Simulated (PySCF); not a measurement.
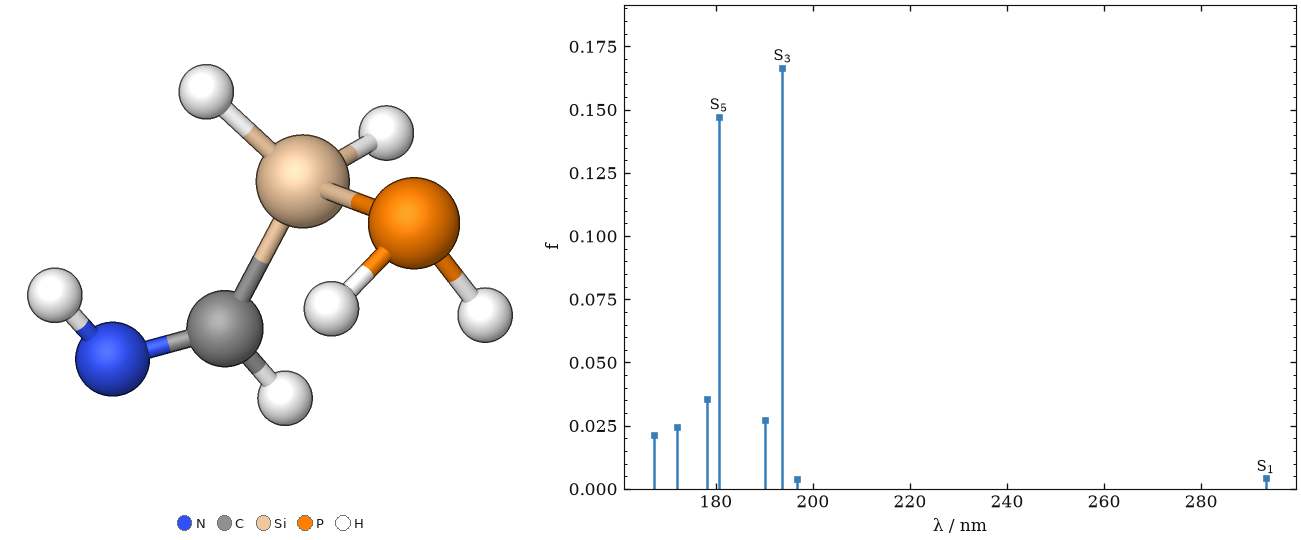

Computed absorption of CH₆NPSi. Vertical TDDFT excitations, CAM-B3LYP/def2-SVPD with PySCF, at a GFN2-xTB geometry (no frequency check), gas phase. Only the first 8 singlet excitations are included.

Q: Which of the computed transitions is the brightest, and what character does the calculation give it?

A: S3 at 6.40 eV (194 nm), f = 0.167, mainly HOMO−1 → LUMO (51 %).

Q: List the transitions behind the spectrum.

A:
| state | E (eV) | λ (nm) | f | main character |
| --- | --- | --- | --- | --- |
| S1 | 4.23 | 293 | 0.004 | HOMO → LUMO (80 %) |
| S2 | 6.30 | 197 | 0.004 | HOMO → LUMO+1 (51 %) |
| S3 | 6.40 | 194 | 0.167 | HOMO−1 → LUMO (51 %) |
| S4 | 6.52 | 190 | 0.027 | HOMO → LUMO+3 (36 %) |
| S5 | 6.87 | 181 | 0.147 | HOMO → LUMO+3 (23 %) |
| S6 | 6.96 | 178 | 0.036 | HOMO → LUMO+4 (50 %) |
| S7 | 7.21 | 172 | 0.025 | HOMO → LUMO+5 (55 %) |
| S8 | 7.41 | 167 | 0.021 | HOMO−1 → LUMO+1 (32 %) |

Known limits of this run: the tight-binding geometry is rougher than a DFT one and adds to the error; one conformer of a flexible molecule; core orbitals are frozen in the response.
